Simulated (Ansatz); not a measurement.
## WH3Cl4O: nudged elastic band

WH3Cl4O, multiplicity 2, computed with UKS PBE/def2-SVP (Ansatz 0.2.0).

One setting was made poor on purpose. It belongs to a series of runs on one base structure; here: band between the two ends. Figures and captions count atoms from 1; the log counts them from 0 in places.

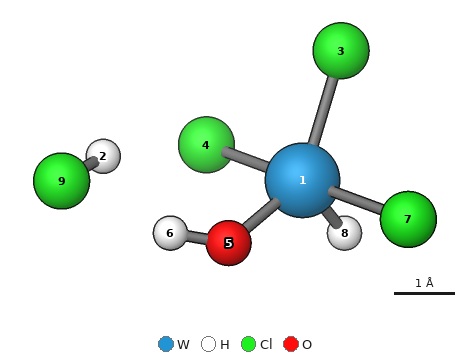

Figure 1. The input geometry (ball-and-stick view, seen at a tilt; atoms are numbered from 1 in the order of the input). Sticks mark near contacts. Bond lengths as drawn: Cl–H 1.34 Å, Cl–W 2.29 to 2.41 Å, H–O 1.01 Å, H–W 1.69 Å and O–W 1.83 Å.

Results in brief

- outcome: converged
- barrier, forward: 0.152 eV
- barrier, backward: 0.048 eV
- hardware: 4 threads of Arm Neoverse V2, 24 GiB of memory available, shared host
- wall time: 7.6 min (CPU time 29 min)
- peak memory: 0.29 GiB

Remarks

A deliberately poor setting: straight start. The order of the saddle point was not checked.

Input
```yaml
crystal:
  periodic: [false, false, false]
  atoms:
    - { symbol: W, position_ang: [0.145152, -0.502916, -0.318387] }
    - { symbol: H, position_ang: [-0.421951, 1.616089, 2.309058] }
    - { symbol: Cl, position_ang: [2.410317, -0.747245, -0.138879] }
    - { symbol: Cl, position_ang: [0.411105, 1.79705, 0.349699] }
    - { symbol: O, position_ang: [-1.319037, -0.641533, 0.771415] }
    - { symbol: H, position_ang: [-1.466813, -0.265451, 1.695827] }
    - { symbol: Cl, position_ang: [-0.089768, -2.577825, -1.319688] }
    - { symbol: H, position_ang: [-0.356209, 0.16073, -1.790542] }
    - { symbol: Cl, position_ang: [-1.139897, 1.034803, 3.275197] }
magnetization:
  spin_polarized: true
  initial_magnetization: 1
basis:
  gaussian: { orbitals: def2-SVP }
hamiltonian:
  xc: pbe
neb:
  order_check: false
  images: 7
  f_tol: 0.03
  max_iterations: 54
  initial_path: linear
  final_atoms:
    - { symbol: W, position_ang: [-0.12899544, -0.11038619, -0.38671266] }
    - { symbol: H, position_ang: [0.44330539, 0.19091475, 2.76249214] }
    - { symbol: Cl, position_ang: [1.87638508, -0.04764741, 0.81176276] }
    - { symbol: Cl, position_ang: [0.30767239, 2.07533182, -1.05191766] }
    - { symbol: O, position_ang: [-1.74884897, 0.03709393, 0.4575293] }
    - { symbol: H, position_ang: [-1.79761803, 0.13779909, 1.44903521] }
    - { symbol: Cl, position_ang: [0.15433448, -2.41257566, -0.5608922] }
    - { symbol: H, position_ang: [-0.23915209, -0.28976476, -2.0634154] }
    - { symbol: Cl, position_ang: [-0.69418381, 0.29293643, 3.41581852] }
```

Launch command:
```bash
ansatz run input.yaml --threads 4 --pin off --max-ram 5120MiB --backend cpu --events-out ev --progress --plain --runs-dir out
```

The program's output
```
Engine: ansatz 0.2.0, aarch64-unknown-linux-gnu
Functional definition: PBE
  parameter kappa = 0.804
  parameter beta = 0.06672455060314922
  exchange = pbe_x(kappa = kappa, mu = beta*pi^2/3)
  correlation = pbe_c(beta = beta)
1404 factors; their error is unknown
mean field evaluation 1: about -53972.3840 eV, gradient 3.9e1 eV
mean field evaluation 2: about -53844.0608 eV, gradient 1.6e2 eV
mean field evaluation 4: about -53976.9206 eV, gradient 1.6e1 eV
mean field evaluation 8: about -53978.2413 eV, gradient 2.2e-1 eV
mean field evaluation 16: about -53978.1583 eV, gradient 1.3e-3 eV
mean field evaluation 32: about -53977.9565 eV, gradient 1.4e0 eV
mean field -53978.15827320 eV, -1983.6607288303 hartree, gradient 2.4e-5 eV, S^2 0.754375; 4 other end points of the search recorded, 0 dependent functions left out
the calculation of the forces begins
reference -53978.15833738 eV, -1983.6607311887 hartree; 47, 46 occupied and 86, 87 virtual orbitals, 1404 factors
1404 factors; their error is unknown
mean field evaluation 64: about -53977.7192 eV, gradient 1.6e0 eV
mean field -53978.05462773 eV, -1983.6569199294 hartree, gradient 2.3e-5 eV, S^2 0.754334; 2 other end points of the search recorded, 0 dependent functions left out
[... from here on the field's lines of each further geometry are left out, up to the last ...]
NEB iter   1: max|band force component| = 1.617e0 eV/Å  barrier→ = 0.4713 eV  barrier← = 0.3676 eV  Δτ_max = 0.1978 Å  (737 SCF iters)
NEB iter   2: max|band force component| = 5.270e-1 eV/Å  barrier→ = 0.2168 eV  barrier← = 0.1131 eV  Δτ_max = 0.1974 Å  (291 SCF iters)
NEB iter   3: max|band force component| = 3.247e-1 eV/Å  barrier→ = 0.1601 eV  barrier← = 0.0564 eV  CI = image 5  Δτ_max = 0.2000 Å  (292 SCF iters)
NEB iter   4: max|band force component| = 1.848e0 eV/Å  barrier→ = 0.4512 eV  barrier← = 0.3476 eV  CI = image 7  Δτ_max = 0.1014 Å  (277 SCF iters)
NEB iter   5: max|band force component| = 7.872e-1 eV/Å  barrier→ = 0.1867 eV  barrier← = 0.0830 eV  CI = image 7  Δτ_max = 0.2000 Å  (270 SCF iters)
NEB iter   6: max|band force component| = 2.222e-1 eV/Å  barrier→ = 0.1539 eV  barrier← = 0.0503 eV  CI = image 5  Δτ_max = 0.1500 Å  (268 SCF iters)
NEB iter   7: max|band force component| = 1.477e-1 eV/Å  barrier→ = 0.1539 eV  barrier← = 0.0502 eV  CI = image 5  Δτ_max = 0.0429 Å  (265 SCF iters)
NEB iter   8: max|band force component| = 1.037e-1 eV/Å  barrier→ = 0.1534 eV  barrier← = 0.0498 eV  CI = image 5  Δτ_max = 0.0945 Å  (266 SCF iters)
NEB iter   9: max|band force component| = 1.409e-1 eV/Å  barrier→ = 0.1528 eV  barrier← = 0.0491 eV  CI = image 5  Δτ_max = 0.0461 Å  (265 SCF iters)
NEB iter  10: max|band force component| = 8.819e-2 eV/Å  barrier→ = 0.1526 eV  barrier← = 0.0489 eV  CI = image 5  Δτ_max = 0.0470 Å  (267 SCF iters)
NEB iter  11: max|band force component| = 7.258e-2 eV/Å  barrier→ = 0.1523 eV  barrier← = 0.0487 eV  CI = image 5  Δτ_max = 0.0470 Å  (263 SCF iters)
NEB iter  12: max|band force component| = 6.288e-2 eV/Å  barrier→ = 0.1526 eV  barrier← = 0.0489 eV  CI = image 5  Δτ_max = 0.0319 Å  (260 SCF iters)
NEB iter  13: max|band force component| = 3.842e-2 eV/Å  barrier→ = 0.1520 eV  barrier← = 0.0484 eV  CI = image 5  Δτ_max = 0.0249 Å  (262 SCF iters)
NEB iter  14: max|band force component| = 8.898e-2 eV/Å  barrier→ = 0.1519 eV  barrier← = 0.0483 eV  CI = image 5  Δτ_max = 0.0124 Å  (268 SCF iters)
NEB iter  15: max|band force component| = 4.272e-2 eV/Å  barrier→ = 0.1518 eV  barrier← = 0.0482 eV  CI = image 5  Δτ_max = 0.0189 Å  (260 SCF iters)
the calculation of the forces begins
reference -53978.05156200 eV, -1983.6568072659 hartree; 47, 46 occupied and 86, 87 virtual orbitals, 1404 factors
1404 factors; their error is unknown
mean field evaluation 1312: about -53978.0064 eV, gradient 1.4e-1 eV
mean field -53978.00652231 eV, -1983.6551520878 hartree, gradient 1.7e-5 eV, S^2 0.754248; 5 other end points of the search recorded, 0 dependent functions left out
the calculation of the forces begins
reference -53978.00658828 eV, -1983.6551545122 hartree; 47, 46 occupied and 86, 87 virtual orbitals, 1404 factors
NEB iter  16: max|band force component| = 1.597e-2 eV/Å  barrier→ = 0.1518 eV  barrier← = 0.0481 eV  CI = image 5  Δτ_max = 0.0000 Å  (857 SCF iters)
```

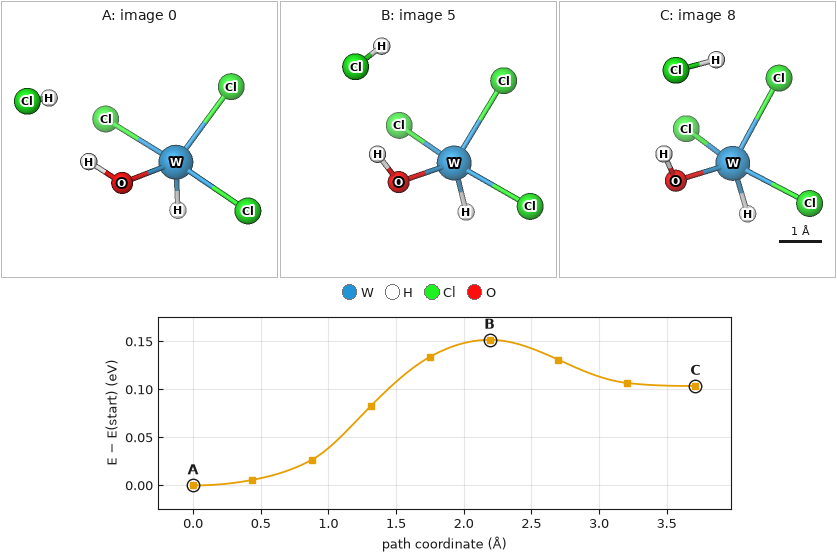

Figure 2. Images of the last band (counted from 0; ball-and-stick, seen at a tilt) above the energy along the path; the line is a cubic interpolation that uses the forces. The highest image is number 5, 0.152 eV above the start and 0.048 eV above the end (the climbing image); the end lies 0.104 eV above the start. The path is 3.71 Å long. The band converged in 16 iterations.

```
Total energy: -53978.00658828 eV, -1983.6551545122 hartree
Atom 0 at    -0.206871    -0.082592    -0.450255 Å, force    -0.005872    -0.000163    -0.001333 eV/Å
Atom 1 at     0.626397     0.496293     2.938011 Å, force     0.006346     0.004226    -0.004478 eV/Å
Atom 2 at     2.016045    -0.404529     0.091493 Å, force     0.002153    -0.001548     0.002459 eV/Å
Atom 3 at     0.139481     2.209222    -0.129208 Å, force    -0.000532    -0.001598     0.000404 eV/Å
Atom 4 at    -1.634543    -0.312881     0.680252 Å, force     0.000275    -0.000817    -0.002687 eV/Å
Atom 5 at    -1.550140    -0.303302     1.671867 Å, force    -0.000985    -0.000343    -0.000015 eV/Å
Atom 6 at    -0.184634    -2.136544    -1.543626 Å, force     0.000612     0.001740    -0.000110 eV/Å
Atom 7 at    -0.653003     0.449064    -1.993153 Å, force     0.001383     0.000726     0.001494 eV/Å
Atom 8 at    -0.379834    -0.041030     3.568321 Å, force    -0.003382    -0.002223     0.004267 eV/Å
Dipole moment:    -0.123272     0.055402     0.600341 e Å
this run last wrote the band of iteration 16 to [file]
```

The last band as extended XYZ (Å, eV, eV/Å)
```
9
Properties=species:S:1:pos:R:3:forces:R:3 image=0 energy=-53978.15827
W     0.1452   -0.5029   -0.3184   -0.0161  -0.0051  -0.0152
H    -0.4220    1.6161    2.3091   -0.0139  -0.0070   0.0127
Cl    2.4103   -0.7472   -0.1389    0.0007  -0.0107  -0.0045
Cl    0.4111    1.7971    0.3497   -0.0028   0.0030   0.0060
O    -1.3190   -0.6415    0.7714    0.0027   0.0066   0.0177
H    -1.4668   -0.2655    1.6958   -0.0006  -0.0054  -0.0177
Cl   -0.0898   -2.5778   -1.3197    0.0106   0.0124   0.0092
H    -0.3562    0.1607   -1.7905    0.0038  -0.0014   0.0097
Cl   -1.1399    1.0348    3.2752    0.0154   0.0076  -0.0179
9
Properties=species:S:1:pos:R:3:forces:R:3 image=1 energy=-53978.15253
W     0.0665   -0.4337   -0.3406    0.0097   0.0023  -0.0053
H    -0.2639    1.4935    2.3639   -0.0129  -0.0014   0.0107
Cl    2.3168   -0.6856   -0.0300   -0.0004  -0.0019  -0.0098
Cl    0.3057    1.8672    0.3147    0.0078  -0.0054   0.0073
O    -1.4260   -0.5935    0.7107    0.0047  -0.0047   0.0180
H    -1.5124   -0.2958    1.6679    0.0043  -0.0065  -0.0057
Cl   -0.0950   -2.5060   -1.3602   -0.0058  -0.0004  -0.0044
H    -0.3661    0.2191   -1.8392   -0.0018   0.0023   0.0051
Cl   -0.8528    0.8084    3.3464   -0.0056   0.0157  -0.0159
9
Properties=species:S:1:pos:R:3:forces:R:3 image=2 energy=-53978.13163
W    -0.0120   -0.3535   -0.3591    0.0050  -0.0110   0.0033
H    -0.0742    1.3566    2.4576   -0.0279   0.0190  -0.0374
Cl    2.2196   -0.6207    0.0619    0.0093  -0.0159  -0.0224
Cl    0.2304    1.9394    0.2766    0.0067  -0.0110   0.0423
O    -1.5325   -0.5286    0.6554    0.0172  -0.0140   0.0055
H    -1.5740   -0.3198    1.6331    0.0078  -0.0059   0.0096
Cl   -0.1135   -2.4287   -1.3865   -0.0091   0.0024  -0.0120
H    -0.3809    0.2708   -1.8870    0.0002   0.0149   0.0160
Cl   -0.5900    0.5583    3.3817   -0.0091   0.0214  -0.0049
9
Properties=species:S:1:pos:R:3:forces:R:3 image=3 energy=-53978.07518
W    -0.0807   -0.2647   -0.3979   -0.0001  -0.0186   0.0066
H     0.1459    1.1632    2.6776   -0.0467   0.0588  -0.0594
Cl    2.1433   -0.5578    0.0813    0.0161  -0.0258  -0.0277
Cl    0.2065    2.0238    0.1373    0.0081  -0.0175   0.0838
O    -1.5907   -0.4473    0.6332    0.0160  -0.0230   0.0003
H    -1.5973   -0.3182    1.6210   -0.0012  -0.0136   0.0046
Cl   -0.1309   -2.3463   -1.4276   -0.0157  -0.0018  -0.0152
H    -0.4472    0.3096   -1.9465    0.0091   0.0220   0.0208
Cl   -0.4760    0.3112    3.4554    0.0144   0.0194  -0.0137
9
Properties=species:S:1:pos:R:3:forces:R:3 image=4 energy=-53978.02402
W    -0.1429   -0.1751   -0.4334    0.0108  -0.0099   0.0035
H     0.3853    0.8817    2.8698   -0.0355   0.0423  -0.0130
Cl    2.0814   -0.4876    0.0735    0.0035  -0.0187  -0.0221
Cl    0.1834    2.1154   -0.0178    0.0061  -0.0081   0.0367
O    -1.6143   -0.3755    0.6472   -0.0037  -0.0146  -0.0051
H    -1.5828   -0.3141    1.6396    0.0073  -0.0058   0.0007
Cl   -0.1591   -2.2480   -1.4887   -0.0096   0.0001  -0.0087
H    -0.5462    0.3724   -1.9824    0.0058   0.0103   0.0096
Cl   -0.4319    0.1046    3.5259    0.0152   0.0046  -0.0017
9
Properties=species:S:1:pos:R:3:forces:R:3 image=5 energy=-53978.00652
W    -0.2069   -0.0826   -0.4503   -0.0059  -0.0002  -0.0013
H     0.6264    0.4963    2.9380    0.0063   0.0042  -0.0045
Cl    2.0160   -0.4045    0.0915    0.0022  -0.0015   0.0025
Cl    0.1395    2.2092   -0.1292   -0.0005  -0.0016   0.0004
O    -1.6345   -0.3129    0.6803    0.0003  -0.0008  -0.0027
H    -1.5501   -0.3033    1.6719   -0.0010  -0.0003   0.0000
Cl   -0.1846   -2.1365   -1.5436    0.0006   0.0017  -0.0001
H    -0.6530    0.4491   -1.9932    0.0014   0.0007   0.0015
Cl   -0.3798   -0.0410    3.5683   -0.0034  -0.0022   0.0043
9
Properties=species:S:1:pos:R:3:forces:R:3 image=6 energy=-53978.02727
W    -0.2810    0.0028   -0.4196   -0.0009   0.0040   0.0046
H     0.8237    0.0758    2.7585    0.0195  -0.0417  -0.0274
Cl    1.9236   -0.3371    0.2357   -0.0126   0.0104   0.0310
Cl    0.0897    2.2888   -0.1590   -0.0074   0.0096  -0.0144
O    -1.6896   -0.2691    0.7234   -0.0102   0.0049   0.0027
H    -1.5549   -0.2960    1.7107   -0.0062   0.0068  -0.0008
Cl   -0.1796   -2.0121   -1.5759    0.0125   0.0020   0.0084
H    -0.7362    0.5337   -1.9601    0.0004  -0.0048  -0.0010
Cl   -0.2226   -0.1131    3.5199    0.0049   0.0089  -0.0032
9
Properties=species:S:1:pos:R:3:forces:R:3 image=7 energy=-53978.05150
W    -0.3313    0.1012   -0.3790    0.0047   0.0014   0.0016
H     0.9144   -0.2879    2.5655    0.0060  -0.0090  -0.0111
Cl    1.8785   -0.2175    0.3100   -0.0002   0.0043   0.0055
Cl    0.0461    2.3914   -0.2306   -0.0018   0.0046  -0.0052
O    -1.7278   -0.1535    0.7802   -0.0144   0.0028  -0.0009
H    -1.5627   -0.2552    1.7588    0.0066   0.0030   0.0028
Cl   -0.1836   -1.9370   -1.4880    0.0025  -0.0018   0.0057
H    -0.8027    0.5714   -1.9326    0.0004  -0.0014  -0.0014
Cl   -0.0579   -0.3393    3.4493   -0.0038  -0.0038   0.0031
9
Properties=species:S:1:pos:R:3:forces:R:3 image=8 energy=-53978.05463
W    -0.3606    0.2108   -0.3533    0.0020  -0.0006  -0.0001
H     0.9744   -0.5463    2.4716    0.0012   0.0003  -0.0008
Cl    1.8771   -0.0508    0.2681   -0.0023  -0.0001  -0.0002
Cl   -0.0032    2.5090   -0.3263   -0.0003   0.0006   0.0000
O    -1.7178   -0.0043    0.8592    0.0008  -0.0003  -0.0017
H    -1.5191   -0.2468    1.8064    0.0000  -0.0004   0.0023
Cl   -0.2302   -1.8829   -1.3584   -0.0006   0.0002  -0.0002
H    -0.8838    0.6042   -1.9112    0.0005  -0.0001   0.0007
Cl    0.0360   -0.7192    3.3775   -0.0013   0.0003   0.0000
```
